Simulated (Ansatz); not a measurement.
**CuH2Si2Sn (SMILES [SiH]1=[Sn]=[SiH][Cu-]1) (charge −1): density, localisation and related maps**

Input

```
crystal:
  periodic: [false, false, false]
  atoms:
    - {symbol: Cu, position_ang: [-3.892831, 0.861069, 2.059887]}
    - {symbol: Si, position_ang: [-2.391791, 2.551607, 1.776443]}
    - {symbol: Si, position_ang: [-2.075124, -0.033048, 3.102870]}
    - {symbol: Sn, position_ang: [-0.326909, 1.851726, 3.139275]}
    - {symbol: H, position_ang: [-1.745767, 2.750786, 0.400387]}
    - {symbol: H, position_ang: [-1.270484, -1.124856, 2.388023]}
basis:
  gaussian: {orbitals: def2-TZVPD}
total_charge: -1
hamiltonian: {xc: pbe0}
output: {forces: true, orbitals: {seedname: orbitals}}
```

Run with:

```sh
ansatz run input.yaml --threads 2 --pin off --max-ram 4350MiB --events-out events.jsonl --progress --plain --runs-dir runs
```

Geometry: PBE0-D3(BJ)/def2-SVPD; core potentials replace the inner electrons of Sn.

These are results of Ansatz 0.2.0, isolated molecule in a Gaussian basis; Kohn-Sham density functional theory, functional PBE0, not measurements.

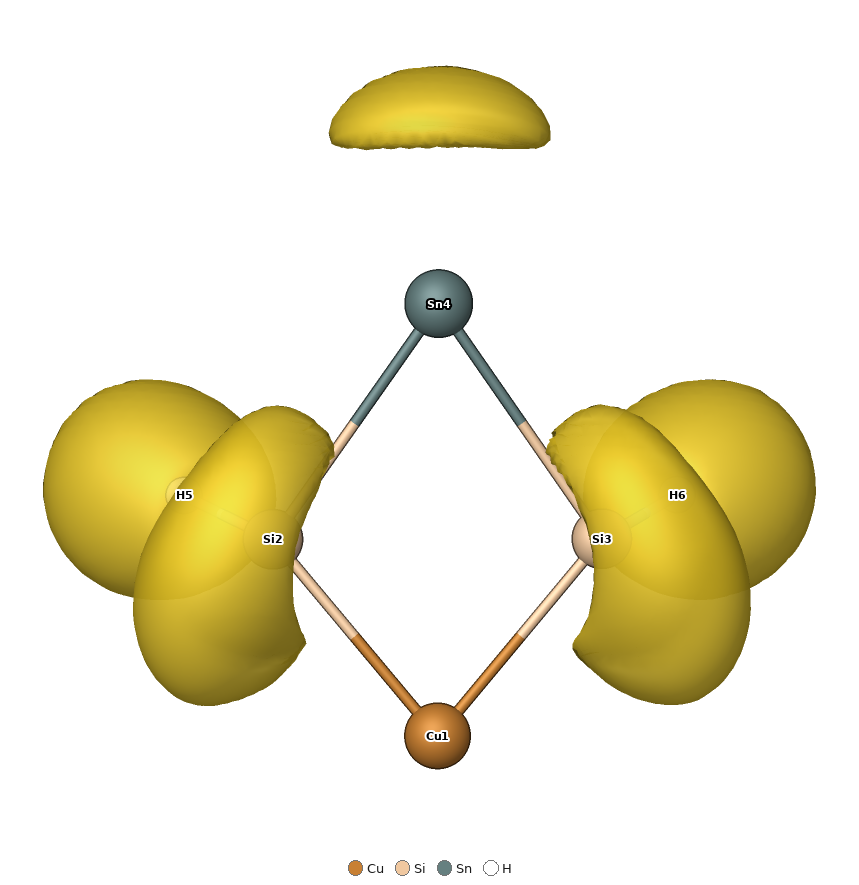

Figure 1. Isosurface of the electron localisation function at 0.85 (yellow), seen at a tilt. Core shells and regions of very low density are left out.

> What do the ELF domains correspond to?

At this value the surface marks out two regions around hydrogen nuclei, two lobes on Si, pointing away from the bonds (lone pairs) and one lobe on Sn, pointing away from the bonds (lone pairs). Along the contacts the grid gives the following. Cu–Si (2.28 Å): the ELF peaks at about 0.70 in the valence shell of Si, 1.0 Å from its nucleus, and is about 0.50 at the midpoint. Si–Sn (2.57 Å): the ELF peaks at about 0.80 between the atoms (localised, covalent bonding).

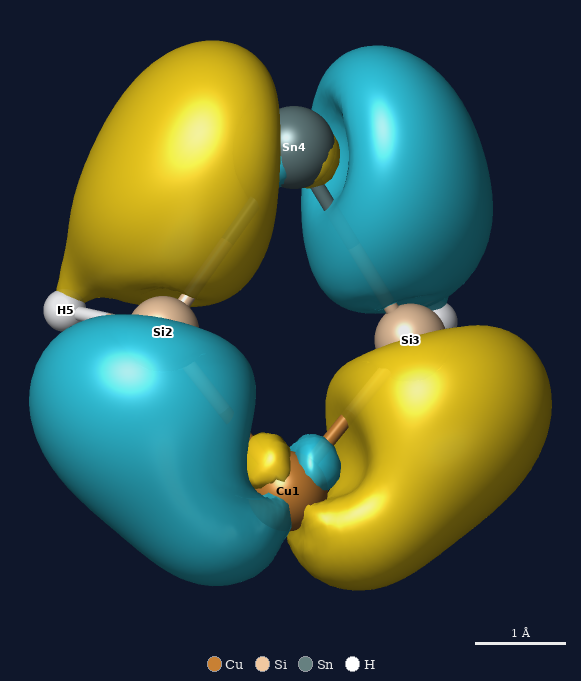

Figure 2. The HOMO at ±0.08 Å⁻³ᐟ² (yellow and cyan are the two phases), seen at a tilt.

> Describe this orbital and give its energy.

It lies mainly on Sn4 (about 25 %), Si2 (about 25 %), Si3 (about 25 %) and Cu1 (about 20 %). Its energy is −1.10 eV.

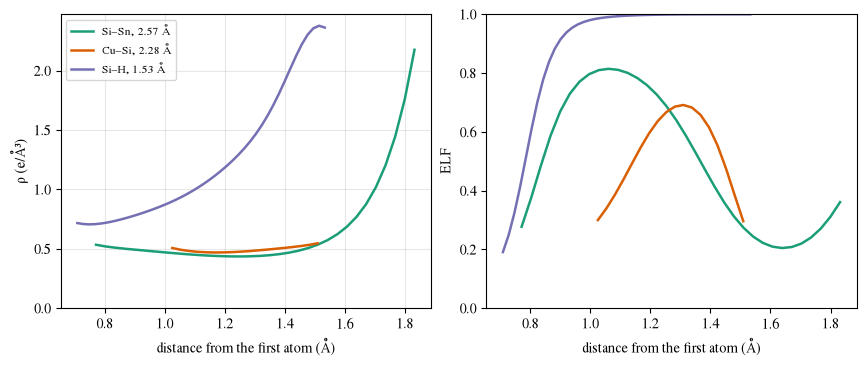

Figure 3. Electron density and electron localisation function along straight lines between neighbouring atoms. The curves leave out the atomic cores.

> What can be read from the curves?

Si–Sn (2.57 Å): ρ at the midpoint is about 0.44 e/Å³; the ELF peaks at about 0.80 between the atoms: a covalent bond.
Cu–Si (2.28 Å): ρ is about 0.47 e/Å³ halfway; the ELF peaks at about 0.70 in the valence shell of Si, 1.0 Å from its nucleus, and is about 0.50 at the midpoint.
Si–H (1.53 Å): the density is about 0.71 e/Å³ at the midpoint; the ELF climbs to about 1 towards the hydrogen, as it does in any bond to H.

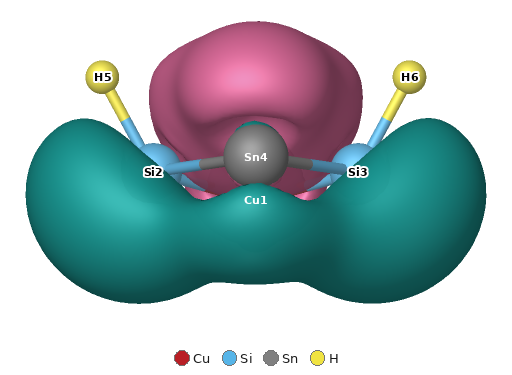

Figure 4. The HOMO−1 at ±0.08 Å⁻³ᐟ² (teal and pink are the two phases), seen from one side.

> Where does this orbital lie, and at what energy?

It lies mainly on Si2 (about 30 %), Si3 (about 30 %), Sn4 (about 25 %) and Cu1 (about 15 %). Its energy is −1.36 eV.
